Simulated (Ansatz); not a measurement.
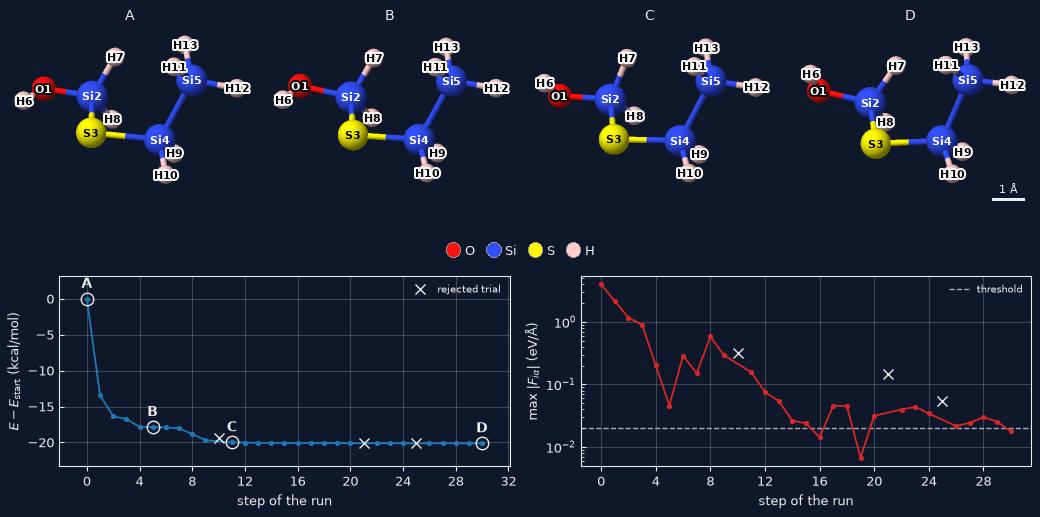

Frames of a relaxation of Si3H8SO, marked on the history of the run. Style: ball-and-stick. Shown at a tilt.

The run prepares the start of a later molecular dynamics calculation, from a guessed geometry.

These are results of RKS PBE-D4/STO-3G in Ansatz 0.2.0, not measurements.

The input:
```yaml
crystal:
  periodic: [false, false, false]
  atoms:
    - { symbol: O, position_ang: [-3.3579, 0.1532, 0.5957] }
    - { symbol: Si, position_ang: [-1.9444, -0.2066, -0.0688] }
    - { symbol: S, position_ang: [-0.6675, -0.3668, 1.5874] }
    - { symbol: Si, position_ang: [1.1948, -0.8531, 0.4664] }
    - { symbol: Si, position_ang: [2.0458, 0.9234, -0.6743] }
    - { symbol: H, position_ang: [-3.4165, 0.2259, 1.553] }
    - { symbol: H, position_ang: [-1.4513, 0.8782, -0.9603] }
    - { symbol: H, position_ang: [-2.0025, -1.4802, -0.7823] }
    - { symbol: H, position_ang: [0.7922, -1.9518, -0.4252] }
    - { symbol: H, position_ang: [2.1176, -1.3964, 1.4605] }
    - { symbol: H, position_ang: [2.3545, 2.0443, 0.2979] }
    - { symbol: H, position_ang: [3.3129, 0.5315, -1.3376] }
    - { symbol: H, position_ang: [1.0427, 1.4637, -1.6975] }
basis:
  gaussian: { orbitals: STO-3G }
hamiltonian:
  xc: pbe
  dispersion: d4
relax:
  f_tol: 0.02
  max_steps: 40
scf:
  lower_state_search: "off"
```

Command:
```bash
ansatz run input.yaml --threads 1 --pin off --max-ram 2048MiB --backend cpu --events-out ev --progress --plain --runs-dir out
```

Q: What happens along the run?

A: After 27 accepted moves (30 points after the start) the energy has fallen by 20.1 kcal/mol. The largest force component goes from 4 to 0.018 eV/Å. The line search rejected the trial steps at points 10, 21, 25 of the run. The forces were under the threshold at step 16, but the run went on from there. The largest move after the best rigid fit is that of H6, 0.91 Å. By element the largest moves are H 0.91 Å, S 0.38 Å, Si 0.21 Å, O 0.17 Å. Some distances before and after: O1–Si2 1.603 → 1.729 Å, S3–Si4 2.227 → 2.136 Å, Si5–H13 1.531 → 1.455 Å, O1–H6 0.962 → 1.035 Å. Among the angles between lasting bonds that change: Si2–O1–H6 118.9° → 102.9°, O1–Si2–S3 103.1° → 110.9°, O1–Si2–H8 111.3° → 104.2°. Groups turn about O1–Si2 by about 65°. From step 0 to 5: O1 moves most (0.20 Å), energy −17.9 kcal/mol. From step 5 to 11: H6 moves most (0.54 Å), energy −2.13 kcal/mol. From step 11 to 30: H atoms move most (0.42 Å), energy −0.13 kcal/mol.

Limits of the set-up: STO-3G is a minimal basis, so the numbers are rough.
